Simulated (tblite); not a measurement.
Geometry relaxation of BH₂Cl

BH₂Cl, SMILES BCl, computed with GFN2-xTB geometry optimisation, gas phase (tblite 0.8.0).

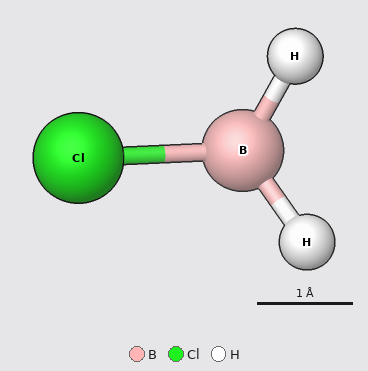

**Figure 1.** The input geometry (ball-and-stick view, seen on its broad side). Bond lengths as drawn: B–Cl 1.80 Å and B–H 1.18 to 1.20 Å.

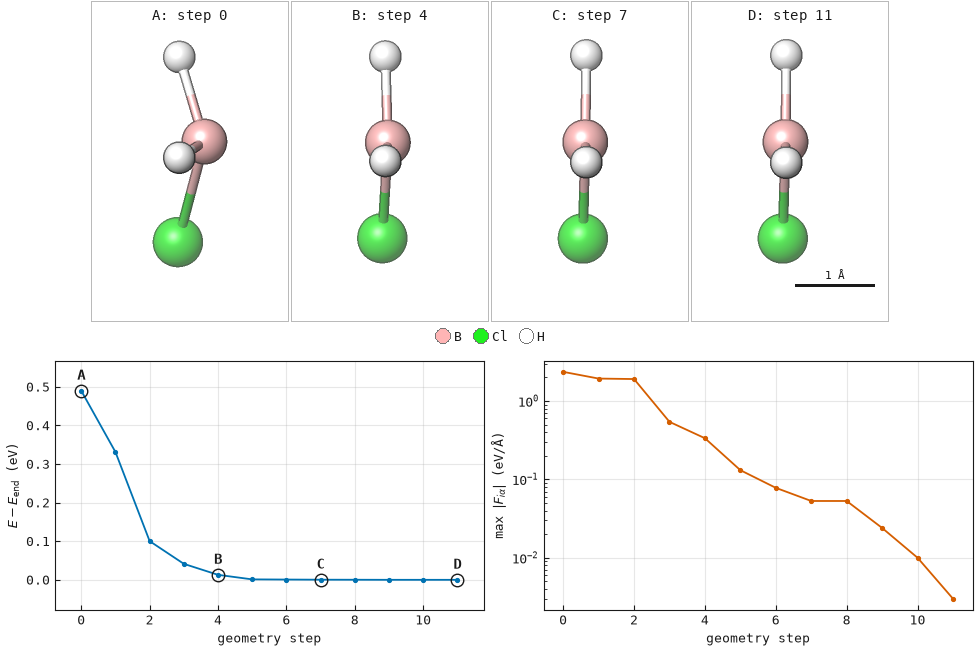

**Figure 2.** Frames of the relaxation (ball-and-stick view, seen at an oblique angle) above the curves, on which the letters mark them (steps are counted from 0).

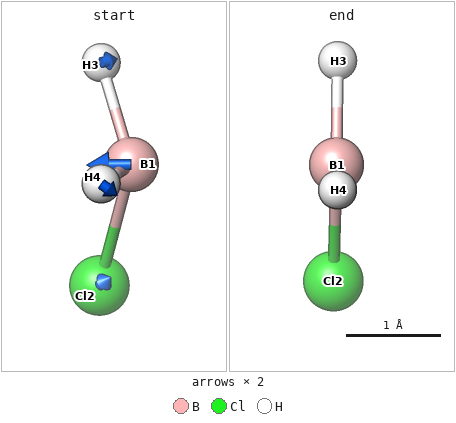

**Figure 3.** Before (left) and after (right) the relaxation, at one scale (ball-and-stick view, seen at an oblique angle). The blue arrows give the displacements, magnified 2 times. The energy falls by 0.490 eV in 11 geometry steps. The largest force component goes from 2.4 to 0.003 eV/Å. The largest move after the best rigid fit is that of B1, 0.24 Å. Largest moves by element: B 0.24 Å, H 0.11 Å, Cl 0.10 Å. Among the contacts that change: B1–Cl2 1.799 → 1.674 Å, B1–H4 1.196 → 1.172 Å, B1–H3 1.184 → 1.172 Å. Among the angles that change: H3–B1–H4 111.3° → 122.0°, Cl2–B1–H3 114.1° → 119.0°. (Atoms are counted from 1 in the order of the input.)

The input that produced these results follows, with the program's output.

### Input file
```
{"job": {"xc": "GFN2-xTB", "basis": "xTB", "kind": "relax"}, "charge": 0, "multiplicity": 1}
B     -0.170000    -0.029100     0.161800
Cl     1.619000    -0.177000     0.048300
H     -0.577700     1.066700    -0.022900
H     -0.830400    -0.841500    -0.417400
```

The first line tells a small driver script what to run in tblite; the rest is the geometry in Å.

Launched with:
```bash
OMP_NUM_THREADS=1 python <driver script> task.json out
```

### The program's output
```
step      E/eV     max force
  0    -185.28683    2.662
  1    -185.44557    2.158
  2    -185.67644    2.085
  3    -185.73532    0.667
  4    -185.76378    0.379
  5    -185.77556    0.133
  6    -185.77602    0.078
  7    -185.77640    0.058
  8    -185.77651    0.056
  9    -185.77668    0.029
 10    -185.77671    0.013
 11    -185.77672    0.003
```

### Trajectory as extended XYZ (Å, eV, eV/Å), 12 frames, from step=0 to step=11
```
4
Properties=species:S:1:pos:R:3:forces:R:3 step=0 energy=-185.28683
B    -0.1700   -0.0291    0.1618    1.2050   0.2950  -2.3550
Cl    1.6190   -0.1770    0.0483   -1.7590  -0.0380   0.5170
H    -0.5777    1.0667   -0.0229    0.1380  -0.1040   0.8810
H    -0.8304   -0.8415   -0.4174    0.4150  -0.1520   0.9570
4
Properties=species:S:1:pos:R:3:forces:R:3 step=1 energy=-185.44557
B    -0.1528   -0.0249    0.1281    0.9080   0.3110  -1.9330
Cl    1.5939   -0.1776    0.0557   -1.3030  -0.0640   0.4270
H    -0.5757    1.0652   -0.0103    0.0960   0.0220   0.7560
H    -0.8244   -0.8437   -0.4037    0.2990  -0.2690   0.7500
4
Properties=species:S:1:pos:R:3:forces:R:3 step=2 energy=-185.67644
B    -0.0880   -0.0029   -0.0094   -1.9060   0.5260  -0.6630
Cl    1.5009   -0.1821    0.0861    1.8490  -0.3210   0.2530
H    -0.5689    1.0666    0.0434    0.0320   0.1880   0.2650
H    -0.8031   -0.8625   -0.3503    0.0250  -0.3940   0.1450
4
Properties=species:S:1:pos:R:3:forces:R:3 step=3 energy=-185.73532
B    -0.1127    0.0017   -0.0094   -0.3010   0.2450  -0.5420
Cl    1.5264   -0.1854    0.0872    0.4460  -0.1500   0.1610
H    -0.5688    1.0684    0.0434   -0.0720   0.3540   0.2680
H    -0.8039   -0.8656   -0.3515   -0.0730  -0.4490   0.1130
4
Properties=species:S:1:pos:R:3:forces:R:3 step=4 energy=-185.76378
B    -0.1187    0.0115   -0.0412    0.0480   0.0740  -0.2530
Cl    1.5308   -0.1902    0.0955    0.1180  -0.0770   0.0720
H    -0.5690    1.0757    0.0568   -0.0890   0.3350   0.1530
H    -0.8021   -0.8779   -0.3414   -0.0770  -0.3330   0.0290
4
Properties=species:S:1:pos:R:3:forces:R:3 step=5 energy=-185.77556
B    -0.1202    0.0211   -0.0763    0.0920  -0.0190   0.0510
Cl    1.5324   -0.1956    0.1046   -0.0700  -0.0140  -0.0230
H    -0.5704    1.0875    0.0721   -0.0250   0.1310   0.0050
H    -0.8008   -0.8939   -0.3307    0.0030  -0.0980  -0.0340
4
Properties=species:S:1:pos:R:3:forces:R:3 step=6 energy=-185.77602
B    -0.1193    0.0210   -0.0758    0.0260  -0.0010   0.0430
Cl    1.5318   -0.1959    0.1043   -0.0440  -0.0150  -0.0190
H    -0.5708    1.0895    0.0723   -0.0050   0.0780  -0.0010
H    -0.8008   -0.8955   -0.3311    0.0240  -0.0620  -0.0240
4
Properties=species:S:1:pos:R:3:forces:R:3 step=7 energy=-185.77640
B    -0.1188    0.0208   -0.0734   -0.0530   0.0180   0.0150
Cl    1.5309   -0.1965    0.1034   -0.0130  -0.0150  -0.0090
H    -0.5711    1.0926    0.0720    0.0190   0.0080  -0.0030
H    -0.8001   -0.8979   -0.3323    0.0470  -0.0110  -0.0030
4
Properties=species:S:1:pos:R:3:forces:R:3 step=8 energy=-185.77651
B    -0.1193    0.0211   -0.0725   -0.0530   0.0170   0.0060
Cl    1.5304   -0.1969    0.1030   -0.0120  -0.0120  -0.0060
H    -0.5710    1.0939    0.0719    0.0200  -0.0070  -0.0020
H    -0.7992   -0.8989   -0.3327    0.0450   0.0020   0.0030
4
Properties=species:S:1:pos:R:3:forces:R:3 step=9 energy=-185.77668
B    -0.1213    0.0219   -0.0711   -0.0240   0.0070  -0.0060
Cl    1.5289   -0.1979    0.1023   -0.0110  -0.0040  -0.0010
H    -0.5703    1.0960    0.0718    0.0110  -0.0190  -0.0010
H    -0.7965   -0.9008   -0.3333    0.0240   0.0150   0.0070
4
Properties=species:S:1:pos:R:3:forces:R:3 step=10 energy=-185.77671
B    -0.1221    0.0223   -0.0711   -0.0040   0.0020  -0.0040
Cl    1.5282   -0.1983    0.1021   -0.0070  -0.0010   0.0000
H    -0.5699    1.0962    0.0719    0.0030  -0.0100   0.0000
H    -0.7953   -0.9011   -0.3332    0.0080   0.0090   0.0040
4
Properties=species:S:1:pos:R:3:forces:R:3 step=11 energy=-185.77672
B    -0.1222    0.0224   -0.0714    0.0030   0.0000  -0.0010
Cl    1.5278   -0.1984    0.1021   -0.0020  -0.0010   0.0000
H    -0.5697    1.0960    0.0720   -0.0010  -0.0010   0.0000
H    -0.7949   -0.9010   -0.3330    0.0010   0.0020   0.0010
```

### Key numbers

| quantity | value |
| --- | --- |
| outcome | converged |
| total energy | −185.7767 eV |
| hardware | 1 CPU thread, shared host |
| peak memory | 0.18 GiB |
